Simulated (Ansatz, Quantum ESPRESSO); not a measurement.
# Re(0001), 4 layers: capacitance across a vacuum gap, part 3 of 6

Wanted: the capacitance of Re(0001), 4 layers by the effective screening medium.

Quantum ESPRESSO 7.5; plane-wave DFT, PBE, GBRV ultrasoft pseudopotentials; geometry by Ansatz 0.2.0 with PAW datasets.

So far. Step 3 (SCF with pw.x: charge -0.0198 e): Gauss's law asks for a slope of 180.95 q/A = -0.543 eV/Å in the gap; the run gives -0.543. Step 4 (SCF with pw.x: charge -0.0099 e): The electrode's potential over the Fermi level goes from 2.270 to 3.622 eV, the far face's from 5.159 to 5.160 eV.

## 5. SCF with pw.x

File q2.in:

```
&control
  prefix = 'q2'
  outdir = './out'
  pseudo_dir = './pseudo'
  calculation = 'scf'
  tprnfor = .true.
/
&system
  ibrav = 0
  nat = 4
  ntyp = 1
  ecutwfc = 40
  ecutrho = 200
  occupations = 'smearing'
  smearing = 'mv'
  degauss = 0.02
  assume_isolated = 'esm'
  esm_bc = 'bc3'
  tot_charge = 0.0
/
&electrons
  conv_thr = 1e-08
  mixing_beta = 0.4
  electron_maxstep = 120
  mixing_mode = 'local-TF'
  startingpot = 'file'
/
ATOMIC_SPECIES
  Re  186.2070  re_pbe_v1.2.uspp.F.UPF
CELL_PARAMETERS angstrom
  2.75999999997399 0.00000000000000 0.00000000000000
  1.37999999998699 2.39023011442253 0.00000000000000
  0.00000000000000 0.00000000000000 21.68610000000000
ATOMIC_POSITIONS crystal
  Re  0.666666666667 0.666666666667 -0.130549477470
  Re  0.000000000000 0.000000000000 -0.027778578170
  Re  0.666666666667 0.666666666667 0.079191880229
  Re  -0.000000000000 -0.000000000000 0.176661964270
K_POINTS automatic
  12 12 1 0 0 0
```

The run is started by

```bash
$ cp -r out/q1.save out/q2.save
$ OMP_NUM_THREADS=1 mpirun -n 4 pw.x -nk 4 -in q2.in > q2.out
```

What it wrote:

```text
[banner, memory and clock lines left out]
Program PWSCF v.7.5 starts
[...]
Message from routine setup:
[...]
number of electrons       =        60.00
     number of Kohn-Sham states=           36
     kinetic-energy cutoff     =      40.0000  Ry
     charge density cutoff     =     200.0000  Ry
[...]
number of k points=    19  Marzari-Vanderbilt smearing, width (Ry)=  0.0200
[...]
Dense  grid:    46103 G-vectors     FFT dimensions: (  24,  24, 192)
[...]
The initial density is read from file :
[...]
negative rho (up, down):  5.293E-01 0.000E+00
     Starting wfcs are   52 randomized atomic wfcs
[...]
negative rho (up, down):  5.287E-01 0.000E+00
[...]
estimated scf accuracy    <       1.40533650 Ry
[...]
negative rho (up, down):  5.289E-01 0.000E+00
[...]
estimated scf accuracy    <       0.07838369 Ry
[...]
negative rho (up, down):  5.290E-01 0.000E+00
[...]
estimated scf accuracy    <       0.00356438 Ry
[...]
negative rho (up, down):  5.291E-01 0.000E+00
[...]
estimated scf accuracy    <       0.01005815 Ry
[...]
negative rho (up, down):  5.291E-01 0.000E+00
[...]
estimated scf accuracy    <       0.00288527 Ry
[...]
negative rho (up, down):  5.290E-01 0.000E+00
[...]
estimated scf accuracy    <       0.00124710 Ry
[...]
negative rho (up, down):  5.290E-01 0.000E+00
[...]
estimated scf accuracy    <       0.00085394 Ry
[...]
negative rho (up, down):  5.290E-01 0.000E+00
[...]
estimated scf accuracy    <       0.00109274 Ry
[...]
negative rho (up, down):  5.290E-01 0.000E+00
[...]
estimated scf accuracy    <       0.00082778 Ry
[...]
negative rho (up, down):  5.290E-01 0.000E+00
[...]
estimated scf accuracy    <       0.00032280 Ry
[...]
negative rho (up, down):  5.291E-01 0.000E+00
[...]
estimated scf accuracy    <       0.00008477 Ry
[...]
negative rho (up, down):  5.291E-01 0.000E+00
[...]
estimated scf accuracy    <       0.00010313 Ry
[...]
negative rho (up, down):  5.292E-01 0.000E+00
[...]
estimated scf accuracy    <       0.00001147 Ry
[...]
negative rho (up, down):  5.292E-01 0.000E+00
[...]
estimated scf accuracy    <       0.00001214 Ry
[...]
negative rho (up, down):  5.292E-01 0.000E+00
[...]
estimated scf accuracy    <       0.00001429 Ry
[...]
negative rho (up, down):  5.293E-01 0.000E+00
[...]
estimated scf accuracy    <       0.00000578 Ry
[...]
negative rho (up, down):  5.293E-01 0.000E+00
[...]
estimated scf accuracy    <       0.00000353 Ry
[...]
negative rho (up, down):  5.293E-01 0.000E+00
[...]
estimated scf accuracy    <       0.00000070 Ry
[...]
negative rho (up, down):  5.293E-01 0.000E+00
[...]
estimated scf accuracy    <       0.00000009 Ry
[...]
negative rho (up, down):  5.293E-01 0.000E+00
[...]
estimated scf accuracy    <       0.00000011 Ry
[...]
negative rho (up, down):  5.293E-01 0.000E+00
[...]
estimated scf accuracy    <       0.00000014 Ry
[...]
negative rho (up, down):  5.293E-01 0.000E+00
[...]
estimated scf accuracy    <       0.00000021 Ry
[...]
negative rho (up, down):  5.293E-01 0.000E+00
[...]
estimated scf accuracy    <       0.00000001 Ry
[...]
negative rho (up, down):  5.293E-01 0.000E+00
[...]
the Fermi energy is    -4.9973 ev
!    total energy              =    -762.46315318 Ry
     estimated scf accuracy    <          3.5E-09 Ry
     smearing contrib. (-TS)   =       0.00321700 Ry
     internal energy E=F+TS    =    -762.46637018 Ry
[...]
one-electron contribution =  -64338.87660683 Ry
     hartree contribution      =   32146.23876158 Ry
     xc contribution           =    -210.09282354 Ry
     ewald contribution        =   31640.26429862 Ry
     convergence has been achieved in  24 iterations
     negative rho (up, down):  5.293E-01 0.000E+00
[...]
Total force =     0.064771     Total SCF correction =     0.000652
[...]
```

Elapsed: 57 s, on 4 MPI ranks of Arm Neoverse V2, shared host; peak memory 0.73 GiB; 3.8 min of CPU time.

Read from the output:

| Item | Value |
| --- | --- |
| Fermi energy | -4.997 eV |
| vacuum line at the lower end of the cell, over the Fermi level | 5.157 eV |
| slope of the potential above | 4.89e-5 eV/Å |
| vacuum line at the upper end of the cell, over the Fermi level | 4.997 eV |

The run needed 24 iterations to bring the estimated error under 1e-08 Ry.

The electrode's potential over the Fermi level goes from 3.622 to 4.997 eV, the far face's from 5.160 to 5.157 eV.

## 6. Self-consistent run: charge 0.0099 e

q3.in, as its differences from the input of step 5:

```diff
@@ -1,3 +1,3 @@
 &control
-  prefix = 'q2'
+  prefix = 'q3'
   outdir = './out'
@@ -18,3 +18,3 @@
   esm_bc = 'bc3'
-  tot_charge = 0.0
+  tot_charge = 0.0099
 /
```

The run is started by

```bash
$ cp -r out/q2.save out/q3.save
$ OMP_NUM_THREADS=1 mpirun -n 4 pw.x -nk 4 -in q3.in > q3.out
```

What it wrote:

```text
[banner, memory and clock lines left out]
Program PWSCF v.7.5 starts
[...]
Message from routine setup:
[...]
number of electrons       =        59.99
     number of Kohn-Sham states=           36
     kinetic-energy cutoff     =      40.0000  Ry
     charge density cutoff     =     200.0000  Ry
[...]
number of k points=    19  Marzari-Vanderbilt smearing, width (Ry)=  0.0200
[...]
Dense  grid:    46103 G-vectors     FFT dimensions: (  24,  24, 192)
[...]
The initial density is read from file :
[...]
negative rho (up, down):  5.292E-01 0.000E+00
     Starting wfcs are   52 randomized atomic wfcs
[...]
negative rho (up, down):  5.287E-01 0.000E+00
[...]
estimated scf accuracy    <       1.41733627 Ry
[...]
negative rho (up, down):  5.289E-01 0.000E+00
[...]
estimated scf accuracy    <       0.07539304 Ry
[...]
negative rho (up, down):  5.291E-01 0.000E+00
[...]
estimated scf accuracy    <       0.00327084 Ry
[...]
negative rho (up, down):  5.291E-01 0.000E+00
[...]
estimated scf accuracy    <       0.01011171 Ry
[...]
negative rho (up, down):  5.290E-01 0.000E+00
[...]
estimated scf accuracy    <       0.00316254 Ry
[...]
negative rho (up, down):  5.290E-01 0.000E+00
[...]
estimated scf accuracy    <       0.00129264 Ry
[...]
negative rho (up, down):  5.289E-01 0.000E+00
[...]
estimated scf accuracy    <       0.00083058 Ry
[...]
negative rho (up, down):  5.289E-01 0.000E+00
[...]
estimated scf accuracy    <       0.00092709 Ry
[...]
negative rho (up, down):  5.289E-01 0.000E+00
[...]
estimated scf accuracy    <       0.00042454 Ry
[...]
negative rho (up, down):  5.290E-01 0.000E+00
[...]
estimated scf accuracy    <       0.00012599 Ry
[...]
negative rho (up, down):  5.290E-01 0.000E+00
[...]
estimated scf accuracy    <       0.00001991 Ry
[...]
negative rho (up, down):  5.291E-01 0.000E+00
[...]
estimated scf accuracy    <       0.00008046 Ry
[...]
negative rho (up, down):  5.292E-01 0.000E+00
[...]
estimated scf accuracy    <       0.00001203 Ry
[...]
negative rho (up, down):  5.292E-01 0.000E+00
[...]
estimated scf accuracy    <       0.00000880 Ry
[...]
negative rho (up, down):  5.293E-01 0.000E+00
[...]
estimated scf accuracy    <       0.00000470 Ry
[...]
negative rho (up, down):  5.293E-01 0.000E+00
[...]
estimated scf accuracy    <       0.00000519 Ry
[...]
negative rho (up, down):  5.293E-01 0.000E+00
[...]
estimated scf accuracy    <       0.00000026 Ry
[...]
negative rho (up, down):  5.293E-01 0.000E+00
[...]
estimated scf accuracy    <       0.00000017 Ry
[...]
negative rho (up, down):  5.293E-01 0.000E+00
[...]
estimated scf accuracy    <       0.00000012 Ry
[...]
negative rho (up, down):  5.293E-01 0.000E+00
[...]
estimated scf accuracy    <       0.00000014 Ry
[...]
negative rho (up, down):  5.293E-01 0.000E+00
[...]
the Fermi energy is    -6.3896 ev
!    total energy              =    -762.45900240 Ry
     estimated scf accuracy    <          5.7E-09 Ry
     smearing contrib. (-TS)   =       0.00317505 Ry
     internal energy E=F+TS    =    -762.46217745 Ry
[...]
one-electron contribution =  -64332.75381404 Ry
     hartree contribution      =   32140.11658477 Ry
     xc contribution           =    -210.08924681 Ry
     ewald contribution        =   31640.26429862 Ry
     convergence has been achieved in  21 iterations
     negative rho (up, down):  5.293E-01 0.000E+00
[...]
Total force =     0.064989     Total SCF correction =     0.000392
[...]
```

Run time: 51 s. Hardware: 4 MPI ranks; peak memory 0.54 GiB; 3.4 min of CPU time.

Numbers from this step:

| Property | Result |
| --- | --- |
| Fermi energy | -6.390 eV |
| vacuum line at the lower end of the cell, over the Fermi level | 5.165 eV |
| slope of the potential above | 0.2715 eV/Å |
| vacuum line at the upper end of the cell, over the Fermi level | 6.390 eV |

The electrode's potential over the Fermi level goes from 4.997 to 6.390 eV, the far face's from 5.157 to 5.165 eV.

## 7. SCF with pw.x: charge 0.0198 e

q4.in, as its differences from the input of step 6:

```diff
@@ -1,3 +1,3 @@
 &control
-  prefix = 'q3'
+  prefix = 'q4'
   outdir = './out'
@@ -18,3 +18,3 @@
   esm_bc = 'bc3'
-  tot_charge = 0.0099
+  tot_charge = 0.0198
 /
```

The run is started by

```bash
$ cp -r out/q3.save out/q4.save
$ OMP_NUM_THREADS=1 mpirun -n 4 pw.x -nk 4 -in q4.in > q4.out
```

What it wrote:

```text
[banner, memory and clock lines left out]
Program PWSCF v.7.5 starts
[...]
Message from routine setup:
[...]
number of electrons       =        59.98
     number of Kohn-Sham states=           36
     kinetic-energy cutoff     =      40.0000  Ry
     charge density cutoff     =     200.0000  Ry
[...]
number of k points=    19  Marzari-Vanderbilt smearing, width (Ry)=  0.0200
[...]
Dense  grid:    46103 G-vectors     FFT dimensions: (  24,  24, 192)
[...]
The initial density is read from file :
[...]
negative rho (up, down):  5.292E-01 0.000E+00
     Starting wfcs are   52 randomized atomic wfcs
[...]
negative rho (up, down):  5.287E-01 0.000E+00
[...]
estimated scf accuracy    <       1.40431939 Ry
[...]
negative rho (up, down):  5.289E-01 0.000E+00
[...]
estimated scf accuracy    <       0.07704964 Ry
[...]
negative rho (up, down):  5.290E-01 0.000E+00
[...]
estimated scf accuracy    <       0.00341143 Ry
[...]
negative rho (up, down):  5.291E-01 0.000E+00
[...]
estimated scf accuracy    <       0.00965265 Ry
[...]
negative rho (up, down):  5.290E-01 0.000E+00
[...]
estimated scf accuracy    <       0.00265972 Ry
[...]
negative rho (up, down):  5.290E-01 0.000E+00
[...]
estimated scf accuracy    <       0.00120840 Ry
[...]
negative rho (up, down):  5.289E-01 0.000E+00
[...]
estimated scf accuracy    <       0.00069579 Ry
[...]
negative rho (up, down):  5.289E-01 0.000E+00
[...]
estimated scf accuracy    <       0.00086174 Ry
[...]
negative rho (up, down):  5.289E-01 0.000E+00
[...]
estimated scf accuracy    <       0.00059111 Ry
[...]
negative rho (up, down):  5.290E-01 0.000E+00
[...]
estimated scf accuracy    <       0.00029039 Ry
[...]
negative rho (up, down):  5.290E-01 0.000E+00
[...]
estimated scf accuracy    <       0.00010035 Ry
[...]
negative rho (up, down):  5.291E-01 0.000E+00
[...]
estimated scf accuracy    <       0.00006264 Ry
[...]
negative rho (up, down):  5.291E-01 0.000E+00
[...]
estimated scf accuracy    <       0.00002092 Ry
[...]
negative rho (up, down):  5.292E-01 0.000E+00
[...]
estimated scf accuracy    <       0.00001733 Ry
[...]
negative rho (up, down):  5.292E-01 0.000E+00
[...]
estimated scf accuracy    <       0.00000860 Ry
[...]
negative rho (up, down):  5.293E-01 0.000E+00
[...]
estimated scf accuracy    <       0.00000231 Ry
[...]
negative rho (up, down):  5.293E-01 0.000E+00
[...]
estimated scf accuracy    <       0.00000078 Ry
[...]
negative rho (up, down):  5.293E-01 0.000E+00
[...]
estimated scf accuracy    <       0.00000058 Ry
[...]
negative rho (up, down):  5.293E-01 0.000E+00
[...]
estimated scf accuracy    <       0.00000010 Ry
[...]
negative rho (up, down):  5.293E-01 0.000E+00
[...]
estimated scf accuracy    <       0.00000005 Ry
[...]
negative rho (up, down):  5.293E-01 0.000E+00
[...]
estimated scf accuracy    <       0.00000005 Ry
[...]
negative rho (up, down):  5.293E-01 0.000E+00
[...]
estimated scf accuracy    <       0.00000001 Ry
[...]
negative rho (up, down):  5.293E-01 0.000E+00
[...]
the Fermi energy is    -7.7943 ev
!    total energy              =    -762.45383934 Ry
     estimated scf accuracy    <          3.0E-09 Ry
     smearing contrib. (-TS)   =       0.00312985 Ry
     internal energy E=F+TS    =    -762.45696919 Ry
[...]
one-electron contribution =  -64326.54544348 Ry
     hartree contribution      =   32133.90963761 Ry
     xc contribution           =    -210.08546194 Ry
     ewald contribution        =   31640.26429862 Ry
     convergence has been achieved in  23 iterations
     negative rho (up, down):  5.293E-01 0.000E+00
[...]
Total force =     0.064507     Total SCF correction =     0.000416
[...]
```

Elapsed: 55 s, on 4 MPI ranks; peak memory 0.72 GiB.

This step gave:

| Property | Result |
| --- | --- |
| Fermi energy | -7.794 eV |
| vacuum line at the lower end of the cell, over the Fermi level | 5.162 eV |
| slope of the potential above | 0.5430 eV/Å |
| vacuum line at the upper end of the cell, over the Fermi level | 7.794 eV |

The electrode's potential over the Fermi level goes from 6.390 to 7.794 eV, the far face's from 5.165 to 5.162 eV.

## 8. Self-consistent run: charge 0.0396 e

q5.in, as its differences from the input of step 7:

```diff
@@ -1,3 +1,3 @@
 &control
-  prefix = 'q4'
+  prefix = 'q5'
   outdir = './out'
@@ -18,3 +18,3 @@
   esm_bc = 'bc3'
-  tot_charge = 0.0198
+  tot_charge = 0.0396
 /
```

The run is started by

```bash
$ cp -r out/q4.save out/q5.save
$ OMP_NUM_THREADS=1 mpirun -n 4 pw.x -nk 4 -in q5.in > q5.out
```

What it wrote:

```text
[banner, memory and clock lines left out]
Program PWSCF v.7.5 starts
[...]
Message from routine setup:
[...]
number of electrons       =        59.96
     number of Kohn-Sham states=           36
     kinetic-energy cutoff     =      40.0000  Ry
     charge density cutoff     =     200.0000  Ry
[...]
number of k points=    19  Marzari-Vanderbilt smearing, width (Ry)=  0.0200
[...]
Dense  grid:    46103 G-vectors     FFT dimensions: (  24,  24, 192)
[...]
The initial density is read from file :
[...]
negative rho (up, down):  5.291E-01 0.000E+00
     Starting wfcs are   52 randomized atomic wfcs
[...]
negative rho (up, down):  5.285E-01 0.000E+00
[...]
estimated scf accuracy    <       5.57730217 Ry
[...]
negative rho (up, down):  5.289E-01 0.000E+00
[...]
estimated scf accuracy    <       0.33209497 Ry
[...]
negative rho (up, down):  5.293E-01 0.000E+00
[...]
estimated scf accuracy    <       0.01215768 Ry
[...]
negative rho (up, down):  5.292E-01 0.000E+00
[...]
estimated scf accuracy    <       0.06135006 Ry
[...]
negative rho (up, down):  5.290E-01 0.000E+00
[...]
estimated scf accuracy    <       0.02749294 Ry
[...]
negative rho (up, down):  5.288E-01 0.000E+00
[...]
estimated scf accuracy    <       0.00317804 Ry
[...]
negative rho (up, down):  5.286E-01 0.000E+00
[...]
estimated scf accuracy    <       0.01159453 Ry
[...]
negative rho (up, down):  5.288E-01 0.000E+00
[...]
estimated scf accuracy    <       0.00069881 Ry
[...]
negative rho (up, down):  5.289E-01 0.000E+00
[...]
estimated scf accuracy    <       0.00378963 Ry
[...]
negative rho (up, down):  5.289E-01 0.000E+00
[...]
estimated scf accuracy    <       0.00165518 Ry
[...]
negative rho (up, down):  5.289E-01 0.000E+00
[...]
estimated scf accuracy    <       0.00139671 Ry
[...]
negative rho (up, down):  5.289E-01 0.000E+00
[...]
estimated scf accuracy    <       0.00028591 Ry
[...]
negative rho (up, down):  5.290E-01 0.000E+00
[...]
estimated scf accuracy    <       0.00001668 Ry
[...]
negative rho (up, down):  5.291E-01 0.000E+00
[...]
estimated scf accuracy    <       0.00009877 Ry
[...]
negative rho (up, down):  5.290E-01 0.000E+00
[...]
estimated scf accuracy    <       0.00047451 Ry
[...]
negative rho (up, down):  5.291E-01 0.000E+00
[...]
estimated scf accuracy    <       0.00008586 Ry
[...]
negative rho (up, down):  5.292E-01 0.000E+00
[...]
estimated scf accuracy    <       0.00005350 Ry
[...]
negative rho (up, down):  5.292E-01 0.000E+00
[...]
estimated scf accuracy    <       0.00000073 Ry
[...]
negative rho (up, down):  5.292E-01 0.000E+00
[...]
estimated scf accuracy    <       0.00000379 Ry
[...]
negative rho (up, down):  5.292E-01 0.000E+00
[...]
estimated scf accuracy    <       0.00000690 Ry
[...]
negative rho (up, down):  5.292E-01 0.000E+00
[...]
estimated scf accuracy    <       0.00000039 Ry
[...]
negative rho (up, down):  5.292E-01 0.000E+00
[...]
estimated scf accuracy    <       0.00000018 Ry
[...]
negative rho (up, down):  5.292E-01 0.000E+00
[...]
estimated scf accuracy    <       0.00000020 Ry
[...]
negative rho (up, down):  5.292E-01 0.000E+00
[...]
estimated scf accuracy    <       0.00000020 Ry
[...]
negative rho (up, down):  5.292E-01 0.000E+00
[...]
estimated scf accuracy    <       0.00000058 Ry
[...]
negative rho (up, down):  5.292E-01 0.000E+00
[...]
estimated scf accuracy    <       0.00000072 Ry
[...]
negative rho (up, down):  5.292E-01 0.000E+00
[...]
estimated scf accuracy    <       0.00000047 Ry
[...]
negative rho (up, down):  5.292E-01 0.000E+00
[...]
estimated scf accuracy    <       0.00000002 Ry
[...]
negative rho (up, down):  5.292E-01 0.000E+00
[...]
estimated scf accuracy    <       0.00000001 Ry
[...]
negative rho (up, down):  5.292E-01 0.000E+00
[...]
the Fermi energy is   -10.6395 ev
!    total energy              =    -762.44042884 Ry
     estimated scf accuracy    <          5.2E-09 Ry
     smearing contrib. (-TS)   =       0.00302876 Ry
     internal energy E=F+TS    =    -762.44345760 Ry
[...]
one-electron contribution =  -64313.99410731 Ry
     hartree contribution      =   32121.36411369 Ry
     xc contribution           =    -210.07776261 Ry
     ewald contribution        =   31640.26429862 Ry
     convergence has been achieved in  30 iterations
     negative rho (up, down):  5.292E-01 0.000E+00
[...]
Total force =     0.064535     Total SCF correction =     0.000463
[...]
```

Wall time 71 s (4 MPI ranks); peak memory 0.67 GiB.

Numbers from this step:

| Item | Value |
| --- | --- |
| Fermi energy | -10.64 eV |
| vacuum line at the lower end of the cell, over the Fermi level | 5.160 eV |
| slope of the potential above | 1.086 eV/Å |
| vacuum line at the upper end of the cell, over the Fermi level | 10.64 eV |

The electrode's potential over the Fermi level goes from 7.794 to 10.639 eV, the far face's from 5.162 to 5.160 eV.

Gauss's law asks for a slope of 180.95 q/A = 1.086 eV/Å in the gap; the run gives 1.086.

Each curve counts from the Fermi level of its own run.

The potential energy (potential at -0.0198 e) oscillates, so the rows of the table below give means over windows of 2.26 Å about each position, cut where the curve ends. Its maxima inside the range that stand out by 2 % of the span (Å: eV): -1.7: -1.99, 0.6: -1.32, 2.8: -3.28, 6.2: 4.52. Its minima: -2.7: -14.3, -0.8: -14.6, 1.8: -14.5, 3.7: -14.3.

The runs together. The potential energy by z; means over each step:

| z (Å) | potential at -0.0198 e (eV) | potential at -0.0099 e (eV) | potential at 0 e (eV) | potential at 0.0099 e (eV) | potential at 0.0198 e (eV) | potential at 0.0396 e (eV) |
| --- | --- | --- | --- | --- | --- | --- |
| -9.71 | 5.16 | 5.16 | 5.16 | 5.16 | 5.16 | 5.16 |
| -7.45 | 5.16 | 5.16 | 5.15 | 5.16 | 5.16 | 5.16 |
| -5.19 | 4.54 | 4.54 | 4.53 | 4.54 | 4.54 | 4.54 |
| -2.93 | -9.09 | -9.09 | -9.09 | -9.09 | -9.09 | -9.09 |
| -0.67 | -9.57 | -9.57 | -9.58 | -9.57 | -9.57 | -9.57 |
| 1.59 | -9.55 | -9.56 | -9.56 | -9.55 | -9.56 | -9.56 |
| 3.85 | -9.32 | -9.32 | -9.32 | -9.33 | -9.33 | -9.34 |
| 6.11 | 3.97 | 4.11 | 4.26 | 4.42 | 4.59 | 4.94 |
| 8.37 | 3.61 | 4.29 | 4.99 | 5.72 | 6.45 | 7.95 |
| 10.63 | 2.67 | 3.82 | 5.00 | 6.19 | 7.40 | 9.85 |

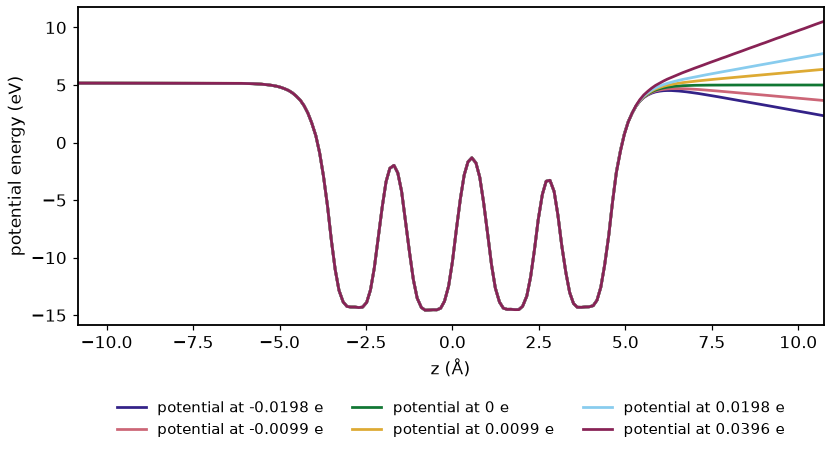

Potential energy, plotted against z.

(Continued in part 4 of 6.)

[Logs are printed without paths, hosts, clocks, repeated set-up lines and the standing remarks that a program may print on its own settings, such as how far it seeks lower states.]

[Hosts, paths, dates, database ids (printed as entryN), source tags and the programs' standing remarks are cut or masked in the printed files.]

[Maps of the electrostatic potential energy from Ansatz leave out the sawtooth potential of an applied field or a dipole correction, so their vacuum need not be flat; planar profiles and work functions include it.]
